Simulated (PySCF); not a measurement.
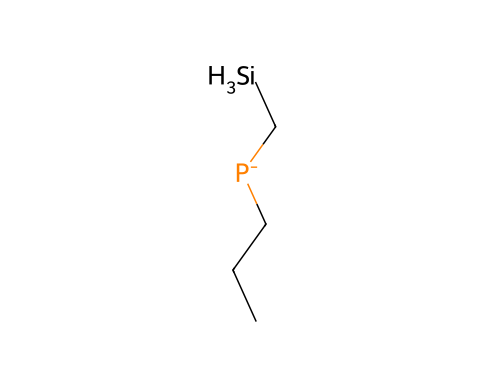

The species has charge −1 and is a spin singlet. Computed geometry: GFN2-xTB optimisation. No frequency run is at hand to confirm it as a minimum. Level of theory: CAM-B3LYP/def2-SVPD, gas phase (PySCF 2.14.0).

What is the mean static polarisability?

127.4 bohr³.

What is the HOMO energy (Kohn–Sham orbital)?

−0.12 eV.

The geometry is semi-empirical. Around P, Si such bond lengths and angles can be off by a tenth of an ångström or more and by several degrees, and values that hang on the shape move with them.
